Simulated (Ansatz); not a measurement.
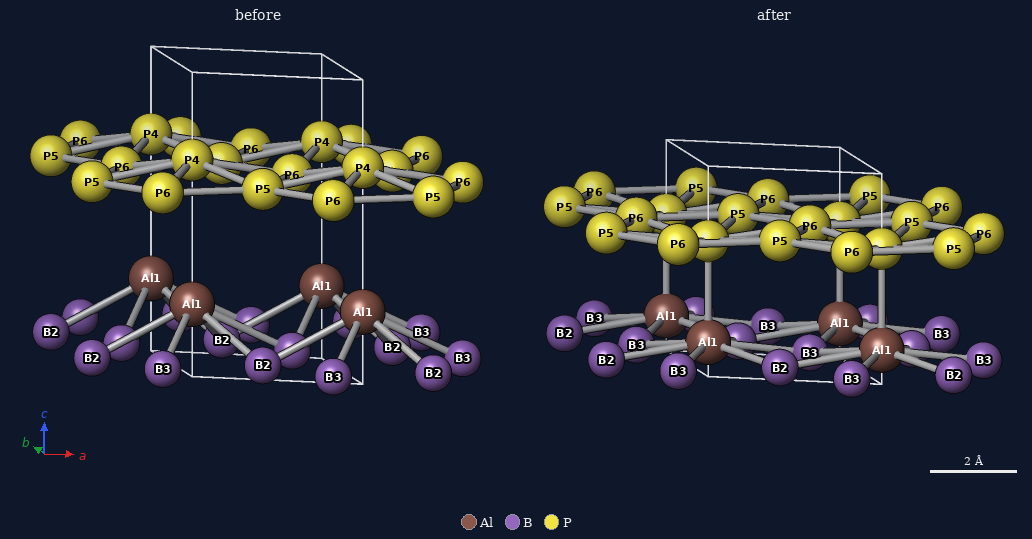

The structure of solid AlB$_{2}$P$_{3}$ (a generated structure, set up in P6mm) (coarse preliminary run) before (left) and after (right) a relaxation, at one scale.

A ball-and-stick model of the cell of the calculation, seen slightly off an axis.

All numbers below come from DFT PBE, scalar-relativistic, plane waves, PAW (Ansatz).

Input file:
```yaml
crystal:
  lattice:
    - [4.1434002, 0.0, 0.0]
    - [-2.0717001, 3.58828983, 0.0]
    - [0.0, 0.0, 7.16019454]
  atoms:
    - { symbol: Al, position: [0.0, 0.0, 0.23777629] }
    - { symbol: B, position: [0.33333333, 0.66666667, 0.07323917] }
    - { symbol: B, position: [0.66666667, 0.33333333, 0.07323917] }
    - { symbol: P, position: [0.0, 0.0, 0.71165966] }
    - { symbol: P, position: [0.33333333, 0.66666667, 0.65197163] }
    - { symbol: P, position: [0.66666667, 0.33333333, 0.65197163] }
basis:
  ecutwfc: 420
kpoints:
  mp_grid: { grid: [6, 6, 4] }
hamiltonian:
  xc: pbe
scf:
  occupations: { method: gaussian, width: 0.1 }
  lower_state_search: "off"
output:
  forces: true
  stress: true
  eigenvalues: true
relax:
  adjacent_minimum: "off"
  f_tol: 0.04
  max_steps: 70
  cell: { stress_tol: 0.4 }
```

Command:
```bash
ansatz run input.yaml --threads 1 --pin off --max-ram 2560MiB --backend cpu --events-out ev --progress --plain --runs-dir out
```

**What changed between the two?**

The atom that moves furthest relative to the cell is Al1 (0.37 Å along −c). Largest moves by element: Al 0.37 Å, P 0.33 Å, B 0.12 Å. Cell: a = b 4.143 → 4.216 Å (+1.7 %), c 7.160 → 4.953 Å (−30.8 %). Volume −28.4 %. Among the contacts that change: Al1–P4 3.767 → 2.573 Å, B2–P5 3.016 → 1.973 Å, Al1–P4 (another image) 3.393 → 2.380 Å, Al1–B2 2.667 → 2.456 Å. New bonds form, among them: Al1–P4 (3.39 → 2.38 Å), Al1–P4 (3.77 → 2.57 Å), B2–P5 (3.02 → 1.97 Å), B3–P6 (3.02 → 1.97 Å). Bond angles that change, for instance: P5–P4–P6 159.7° → 167.4°, P4–P6–P5 169.9° → 173.7°. The space group stays P6mm (No. 183). The energy falls by 685 meV per atom in 11 accepted moves (12 points after the start). The largest force component goes from 0.8 to 0.0049 eV/Å. Pressure: −9.64 GPa at the start and −0.08 GPa at the end. At 1 point the geometry stayed and the basis and grid were re-selected for the new cell (energy shift of 0.4 meV per atom at most each time).
